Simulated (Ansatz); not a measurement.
The reference is BN in the zinc blende structure (space group F-43m, No. 216; a = 3.6097 Å).

One thing is altered: every lattice vector is stretched by 2.50 %; the atoms relax in the strained cell.

Method: DFT with r2SCAN, PAW potentials and a 500 eV plane-wave cutoff in Ansatz (an electronic-structure program), no spin-orbit coupling.

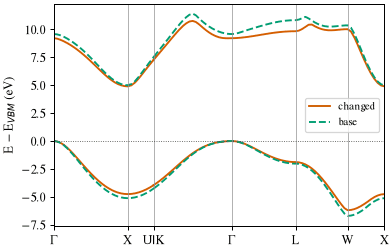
Figure. Highest valence and lowest conduction band along the path, each from its own valence-band maximum

Problem. Read the changed gap and its character from the plot.

Solution. About 4.9 eV, indirect, Γ → X.

Whether these cells are dynamically stable was not tested.
